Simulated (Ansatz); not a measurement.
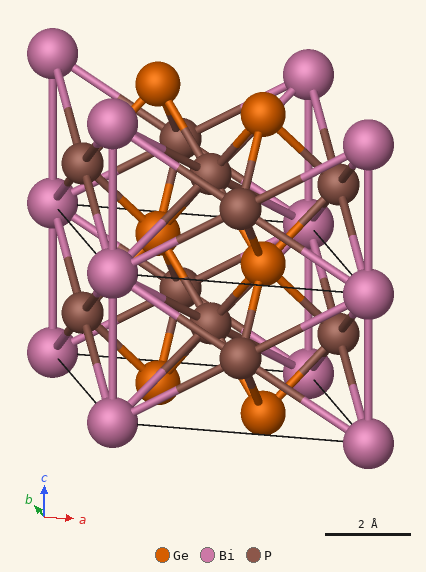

This is the input geometry for a relaxation of solid Ge$_{2}$BiP$_{3}$ (a generated structure, set up in P6/mmm). A ball-and-stick model of the cell of the calculation, repeated 1 × 1 × 2 with one cell outlined, seen slightly off an axis.

These are results of Ansatz 0.2.0, DFT PBE, scalar-relativistic, plane waves, PAW, not measurements.

The input:
```yaml
crystal:
  lattice:
    - [6.33924051, 0.0, 0.0]
    - [-3.16962025, 5.48994332, 0.0]
    - [0.0, 0.0, 3.67309627]
  atoms:
    - { symbol: Ge, position: [0.66666667, 0.33333333, 0.0] }
    - { symbol: Ge, position: [0.33333333, 0.66666667, 0.0] }
    - { symbol: Bi, position: [0.0, 0.0, 0.0] }
    - { symbol: P, position: [0.5, 0.0, 0.5] }
    - { symbol: P, position: [0.0, 0.5, 0.5] }
    - { symbol: P, position: [0.5, 0.5, 0.5] }
basis:
  ecutwfc: 420
kpoints:
  mp_grid: { grid: [6, 6, 10] }
hamiltonian:
  xc: pbe
scf:
  occupations: { method: gaussian, width: 0.1 }
output:
  forces: true
  stress: true
  eigenvalues: true
  write_density: true
  write_potential: true
  elf: true
  volumetric_format: npy
relax:
  adjacent_minimum: "off"
  f_tol: 0.01
  max_steps: 80
  cell: { stress_tol: 0.05 }
```

Run as
```bash
ansatz run input.yaml --threads 1 --pin off --max-ram 2048MiB --backend cpu --events-out ev --progress --plain --runs-dir out
```

**What does the optimiser find from here?**

The energy falls by 43.4 meV per atom in 6 accepted moves (7 points after the start). All forces vanish by symmetry, so only the cell relaxes. Pressure: −2.58 GPa at the start and 0.01 GPa at the end. At 1 point the geometry stayed and the basis and grid were re-selected for the new cell (energy shift of less than 0.05 meV per atom at most each time). The atoms keep their places relative to the cell (all moves are under 0.005 Å). The volume changes by −3.3 %, with a = b 6.339 → 6.499 Å (+2.5 %), c 3.673 → 3.379 Å (−8.0 %). Near-neighbour distances that change, for instance: Bi3–Bi3 3.673 → 3.379 Å, Ge1–P4 2.593 → 2.525 Å. Bond angles that change, for instance: Ge1–P6–Ge1 90.2° → 84.0°, Ge1–P6–Ge2 89.8° → 96.0°, P4–Ge2–P4 90.2° → 84.0°. The space group stays P6/mmm (No. 191). Cost: 81 s on 1 thread of Intel(R) Xeon(R) Platinum 8488C (Sapphire Rapids), on a shared host, peak memory 0.56 GiB.

Final geometry:

```xyz
6
Lattice="6.4988 0.0000 0.0000 -3.2494 5.6281 0.0000 0.0000 0.0000 3.3788" Properties=species:S:1:pos:R:3 pbc="T T T"
Ge    3.2494    1.8760    0.0000
Ge    0.0000    3.7521    0.0000
Bi    6.4988    0.0000    0.0000
P     3.2494    0.0000    1.6894
P    -1.6247    2.8140    1.6894
P     1.6247    2.8140    1.6894
```

The end point in the same view:

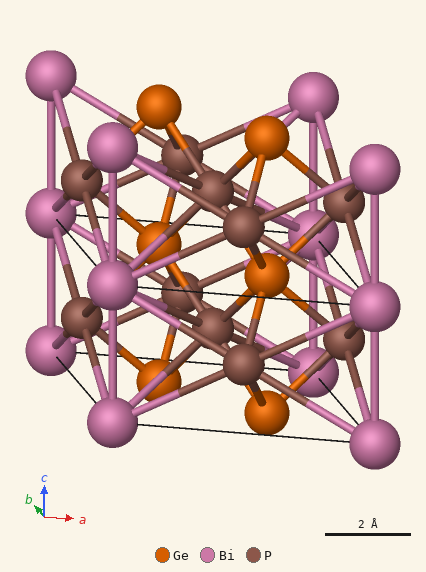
